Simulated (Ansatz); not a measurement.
# CH8GeN2: one species, many methods

Aim: compute CH8GeN2 with functionals from several rungs and with coupled cluster. The yardstick is the atomisation energy at the CCSD(T) limit.

Program: Ansatz 0.2.0, Gaussian basis. Level of theory: functionals in def2-TZVPP, the program's frozen cores in correlated methods. These are calculated values, not measurements.

Levels to be run: PBE-D4, r2SCAN-D4, PBE0-D4, B3LYP-D4, ωB97X-V, ωB97M-V, B2PLYP; CCSD(T)/def2-TZVPP; MP2/def2-QZVPP; extrapolation to the limit.

## (1) The relaxed structure

All runs share one geometry, relaxed beforehand with PBE0-D4 in a triple-zeta def2 set.

SMILES `N[CH2][GeH2][NH2]`, 12 atoms, charge 0, spin multiplicity 1.

Atoms are counted from 1 here; the program's logs count them from 0.

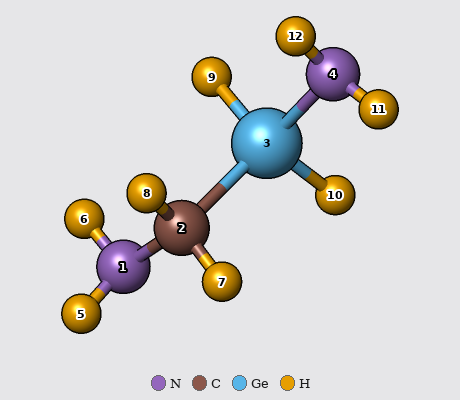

The structure; nitrogen purple, carbon brown, germanium blue, hydrogen amber; atoms are numbered from 1 in the order of the file.

## (2) PBE-D4 (GGA)

The input, in.yaml:

```yaml
crystal:
  periodic: [false, false, false]
  atoms:
    - {symbol: N, position_ang: [-0.800066, 1.912855, -0.007009]}
    - {symbol: C, position_ang: [-0.779422, 0.500747, -0.358063]}
    - {symbol: Ge, position_ang: [0.935254, -0.286329, 0.214349]}
    - {symbol: N, position_ang: [1.015595, -2.125324, 0.094804]}
    - {symbol: H, position_ang: [-1.642640, 2.365495, -0.338995]}
    - {symbol: H, position_ang: [-0.771852, 2.037645, 0.996943]}
    - {symbol: H, position_ang: [-0.828938, 0.403114, -1.446339]}
    - {symbol: H, position_ang: [-1.606215, -0.098522, 0.053635]}
    - {symbol: H, position_ang: [1.148888, 0.071177, 1.700508]}
    - {symbol: H, position_ang: [2.084401, 0.260718, -0.647409]}
    - {symbol: H, position_ang: [1.015659, -2.481661, -0.850688]}
    - {symbol: H, position_ang: [0.306436, -2.615015, 0.622364]}
basis:
  gaussian: {orbitals: def2-TZVPP}
hamiltonian: {xc: pbe, dispersion: d4}
output: {forces: true, orbitals: {seedname: orbitals}}
```

Started as:

```console
$ ansatz run in.yaml --threads 4 --pin off --events-out ev --progress --plain --max-ram 10444MiB
```

Further steps of the session: r2SCAN-D4 (meta-GGA); PBE0-D4 (hybrid); B3LYP-D4 (hybrid); ωB97X-V (range-separated); ωB97M-V (range-separated); B2PLYP (double hybrid); CCSD(T) in def2-TZVPP; MP2 in def2-QZVPP.

Before running them: what should the planned runs give, taken together? Wanted: atomisation energy, CCSD(T)/CBS; farthest; mean size of error, hybrid; mean size of error, range-separated; gap, smallest and largest; T1 diagnostic; triples share of the correlation energy.

As calculated:

| quantity | value |
| --- | --- |
| atomisation energy, CCSD(T)/CBS | 3957.2 kJ/mol |
| functionals within 39.6 kJ/mol (1.0 %) | r2SCAN-D4, PBE0-D4, B3LYP-D4, ωB97X-V, ωB97M-V |
| farthest | B2PLYP (-53.5 kJ/mol) |
| mean size of error, hybrid | 13.9 kJ/mol |
| mean size of error, range-separated | 9.2 kJ/mol |
| gap, smallest and largest | 5.01 eV (PBE-D4), 11.58 eV (ωB97X-V) |
| T1 diagnostic | 0.0101 |
| triples share of the correlation energy | 3.6 % |

What this shows: PBE-D4 misses by +45.1 kJ/mol. Double hybrids carry the basis error of their MP2 part in triple zeta, and no dispersion term here, so their miss is partly the set-up's. Misses under about 39.6 kJ/mol are within the doubt on the reference itself, which lacks core-valence correlation, relativity and higher excitations, and its outer-core shells are covered unevenly. Hartree-Fock recovers 69 % of the binding; the rest is correlation. The gap grows from 5.0 to 11.6 eV across the functionals, mostly with the share of exact exchange. Correlated methods include outer-core shells of Ge, which these sets cover unevenly.
